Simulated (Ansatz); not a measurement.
# FH₄O₄Ta: how energies converge with the basis set

How large a basis does FH₄O₄Ta need? Two functionals are run in growing sets.

Program: Ansatz 0.2.0, Gaussian basis. Level of theory: one geometry, several basis sets. These are calculated values, not measurements.

Levels to be run: PBE0-D4/def2-SVP; ωB97M-V/def2-SVP; PBE0-D4/def2-QZVPP; ωB97M-V/def2-QZVPP; the functionals' def2-TZVPP values are taken from earlier runs.

### 1 The relaxed structure

All runs share one geometry, relaxed beforehand with PBE0-D4 in a triple-zeta def2 set. Ta takes the def2 core potential; no spin-orbit term is included.

SMILES `[OH][Ta]([OH])([OH])([OH])[F]`, 10 atoms, charge 0, spin multiplicity 1.

Atoms are counted from 1 here; the program's logs count them from 0.

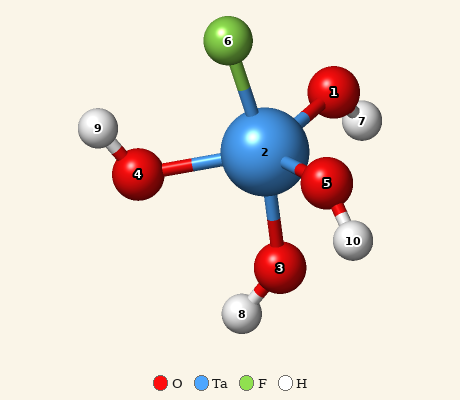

The structure; oxygen red, tantalum blue, fluorine green, hydrogen white; atoms are numbered from 1 in the order of the file.

Geometry (Å):

```csv
atom,x (Å),y (Å),z (Å)
O1,-1.4763,-0.5631,-1.1959
Ta2,-0.1856,0.2447,-0.0553
O3,1.0167,-1.2361,-0.1494
O4,-0.1627,-0.0786,1.8476
O5,1.0298,1.4515,-0.8837
F6,-1.3779,1.6626,0.3655
H7,-1.3974,-1.4280,-1.6003
H8,1.4243,-1.8383,0.4705
H9,-0.6982,0.5033,2.3933
H10,1.9104,1.2304,-1.1893
```

### 2 PBE0-D4 in def2-SVP

in.yaml

```yaml
crystal:
  periodic: [false, false, false]
  atoms:
    - {symbol: O, position_ang: [-1.476331, -0.563127, -1.195864]}
    - {symbol: Ta, position_ang: [-0.185573, 0.244741, -0.055310]}
    - {symbol: O, position_ang: [1.016666, -1.236081, -0.149401]}
    - {symbol: O, position_ang: [-0.162663, -0.078551, 1.847630]}
    - {symbol: O, position_ang: [1.029817, 1.451544, -0.883704]}
    - {symbol: F, position_ang: [-1.377916, 1.662640, 0.365539]}
    - {symbol: H, position_ang: [-1.397355, -1.427975, -1.600283]}
    - {symbol: H, position_ang: [1.424251, -1.838324, 0.470483]}
    - {symbol: H, position_ang: [-0.698208, 0.503346, 2.393260]}
    - {symbol: H, position_ang: [1.910410, 1.230387, -1.189350]}
basis:
  gaussian: {orbitals: def2-SVP}
hamiltonian: {xc: pbe0, dispersion: d4}
output: {orbitals: {seedname: orbitals}}
```

Command:

```bash
ansatz run in.yaml --threads 2 --pin off --events-out ev --progress --plain --max-ram 32768MiB --backend cpu
```

What it wrote:

```text
Functional definition: PBE0
  name "PBE0"
  cite "Adamo & Barone, J. Chem. Phys. 110, 6158 (1999) doi:10.1063/1.478522"
  cite "Perdew, Burke & Ernzerhof, Phys. Rev. Lett. 77, 3865 (1996) doi:10.1103/PhysRevLett.77.3865"
  parent pbe
  parameter a = 0.25
  parameter kappa = 0.804
  parameter beta = 0.06672455060314922
  exchange = (1 - a)*pbe_x(kappa = kappa, mu = beta*pi^2/3) + a*exact_x
  correlation = pbe_c(beta = beta)
1282 factors; their error is unknown
mean field evaluation 1: about -12491.5843 eV, gradient 1.0e2 eV
mean field evaluation 2: about -12425.0442 eV, gradient 2.2e2 eV
mean field evaluation 4: about -12508.8732 eV, gradient 1.0e1 eV
mean field evaluation 8: about -12509.0668 eV, gradient 4.0e-2 eV
mean field evaluation 16: about -12509.2113 eV, gradient 5.2e-5 eV
mean field -12509.21127106 eV, -459.7050351635 hartree, gradient 5.2e-5 eV, S^2 0.000000; 0 other end points of the search recorded, 0 dependent functions left out
reference -12509.21132196 eV, -459.7050370339 hartree; 29, 29 occupied and 93, 93 virtual orbitals, 1282 factors
Total energy: -12509.36419561 eV, -459.7106550371 hartree
```

Run time: 2.2 s. Hardware: 2 threads of AMD EPYC 7R13, shared host.

### 3 ωB97M-V in def2-SVP

in.yaml: that of step 2 with these lines changed.

```diff
@@ -15,3 +15,3 @@
   gaussian: {orbitals: def2-SVP}
-hamiltonian: {xc: pbe0, dispersion: d4}
+hamiltonian: {xc: {name: wB97M-V}}
 output: {orbitals: {seedname: orbitals}}
```

Same command.

What it wrote, shortened:

```text
Functional definition: wB97M-V
  name "wB97M-V"
  cite "Mardirossian & Head-Gordon, J. Chem. Phys. 144, 214110 (2016) doi:10.1063/1.4952647"
  cite "Becke, J. Chem. Phys. 107, 8554 (1997) doi:10.1063/1.475007"
  cite "Vydrov & Van Voorhis, J. Chem. Phys. 133, 244103 (2010) doi:10.1063/1.3521275"
  # Of w^i u^j: cxij and so on, Table III.
[...]
  gx(w, u) = 1 - cx + cx01*u + cx10*w
  gss(w, u) = css00 + css04*u^4 + css10*w + css20*w^2 + css43*w^4*u^3
  gos(w, u) = cos00 + cos10*w + (cos20 + cos21*u)*w^2 + (cos60 + cos61*u)*w^6
[...]
      + integral(e_c_pw_mod_opposite_spin*gos(b97_w_opposite, b97_u_opposite)) + vv10(b, c)
1256 factors; their error is unknown
270 factors; integrals over basis functions are off by at most 7.9e-6 eV
[...]
mean field -12515.25230563 eV, -459.9270390893 hartree, gradient 1.1e-5 eV, S^2 0.000000; 0 other end points of the search recorded, 0 dependent functions left out
reference -12515.25238646 eV, -459.9270420598 hartree; 29, 29 occupied and 93, 93 virtual orbitals, 1256 factors
Total energy: -12515.25238646 eV, -459.9270420598 hartree
```

Wall time 8 s (2 threads of AMD EPYC 7R13, shared host).

### 4 PBE0-D4 in def2-QZVPP

in.yaml: that of step 3 with these lines changed.

```diff
@@ -14,4 +14,4 @@
 basis:
-  gaussian: {orbitals: def2-SVP}
-hamiltonian: {xc: {name: wB97M-V}}
+  gaussian: {orbitals: "def2-QZVPP.json"}
+hamiltonian: {xc: pbe0, dispersion: d4}
 output: {orbitals: {seedname: orbitals}}
```

Command:

```bash
ansatz run in.yaml --threads 2 --pin off --events-out ev --progress --plain --max-ram 32768MiB --backend cuda --devices 0, --max-vram 18GiB
```

What it wrote:

```text
Functional definition: PBE0
  name "PBE0"
  cite "Adamo & Barone, J. Chem. Phys. 110, 6158 (1999) doi:10.1063/1.478522"
  cite "Perdew, Burke & Ernzerhof, Phys. Rev. Lett. 77, 3865 (1996) doi:10.1103/PhysRevLett.77.3865"
  parent pbe
  parameter a = 0.25
  parameter kappa = 0.804
  parameter beta = 0.06672455060314922
  exchange = (1 - a)*pbe_x(kappa = kappa, mu = beta*pi^2/3) + a*exact_x
  correlation = pbe_c(beta = beta)
1632 factors; their error is unknown
mean field evaluation 1: about -12503.5251 eV, gradient 1.2e2 eV
mean field evaluation 2: about -12422.0736 eV, gradient 2.5e2 eV
mean field evaluation 4: about -12523.7134 eV, gradient 1.4e1 eV
mean field evaluation 8: about -12524.0514 eV, gradient 1.1e-1 eV
mean field evaluation 16: about -12524.0687 eV, gradient 3.4e-4 eV
mean field -12524.06867666 eV, -460.2510347488 hartree, gradient 4.0e-5 eV, S^2 0.000000; 0 other end points of the search recorded, 0 dependent functions left out
reference -12524.06871383 eV, -460.2510361147 hartree; 29, 29 occupied and 457, 457 virtual orbitals, 1632 factors
Total energy: -12524.22158749 eV, -460.2566541178 hartree
```

Run time: 7.5 s. Hardware: 1 × H100 (card shared with other runs) with 2 threads of AMD EPYC 7R13, shared host; peak host memory 1.1 GiB.

### 5 ωB97M-V in def2-QZVPP

in.yaml: that of step 4 with these lines changed.

```diff
@@ -15,3 +15,3 @@
   gaussian: {orbitals: "def2-QZVPP.json"}
-hamiltonian: {xc: pbe0, dispersion: d4}
+hamiltonian: {xc: {name: wB97M-V}}
 output: {orbitals: {seedname: orbitals}}
```

The command is unchanged.

What it wrote, shortened:

```text
Functional definition: wB97M-V
  name "wB97M-V"
  cite "Mardirossian & Head-Gordon, J. Chem. Phys. 144, 214110 (2016) doi:10.1063/1.4952647"
  cite "Becke, J. Chem. Phys. 107, 8554 (1997) doi:10.1063/1.475007"
  cite "Vydrov & Van Voorhis, J. Chem. Phys. 133, 244103 (2010) doi:10.1063/1.3521275"
  # Of w^i u^j: cxij and so on, Table III.
[...]
  gx(w, u) = 1 - cx + cx01*u + cx10*w
  gss(w, u) = css00 + css04*u^4 + css10*w + css20*w^2 + css43*w^4*u^3
  gos(w, u) = cos00 + cos10*w + (cos20 + cos21*u)*w^2 + (cos60 + cos61*u)*w^6
[...]
      + integral(e_c_pw_mod_opposite_spin*gos(b97_w_opposite, b97_u_opposite)) + vv10(b, c)
1576 factors; their error is unknown
387 factors; integrals over basis functions are off by at most 6.5e-6 eV
[...]
mean field -12530.40049988 eV, -460.4837249600 hartree, gradient 6.5e-5 eV, S^2 0.000000; 0 other end points of the search recorded, 0 dependent functions left out
reference -12530.40056175 eV, -460.4837272336 hartree; 29, 29 occupied and 457, 457 virtual orbitals, 1576 factors
Total energy: -12530.40056175 eV, -460.4837272336 hartree
```

It took 11 s on 1 × H100 (card shared with other runs) with 2 threads of AMD EPYC 7R13, shared host; peak host memory 1.2 GiB.

### 6 Density functionals: the series

The def2-TZVPP values come from earlier runs at the same geometry.

```csv
functional,basis,functions,energy (eV),from the largest (eV),HOMO (eV),LUMO (eV)
PBE0-D4,def2-SVP,122,-12509.3642,14.857,-9.00,-1.16
PBE0-D4,def2-TZVPP,267,-12523.5934,0.628,-9.11,-1.17
PBE0-D4,def2-QZVPP,486,-12524.2216,0.000,-9.17,-1.24
ωB97M-V,def2-SVP,122,-12515.2524,15.148,-11.41,1.06
ωB97M-V,def2-TZVPP,267,-12529.8049,0.596,-11.53,1.01
ωB97M-V,def2-QZVPP,486,-12530.4006,0.000,-11.60,0.54
```

### 7 Outcome

| quantity | value |
| --- | --- |
| PBE0-D4: double and triple zeta above quadruple | 14.86, 0.63 eV |
| ωB97M-V: double and triple zeta above quadruple | 15.15, 0.60 eV |

What this shows: For PBE0-D4 the step from double to triple zeta gains 14.23 eV and the next only 0.63 eV. Total energies overstate the basis error of differences, where much of it tends to cancel. The LUMO of ωB97M-V is positive and keeps falling with the basis (1.06 to 0.54 eV): an unbound level that the basis holds in place.
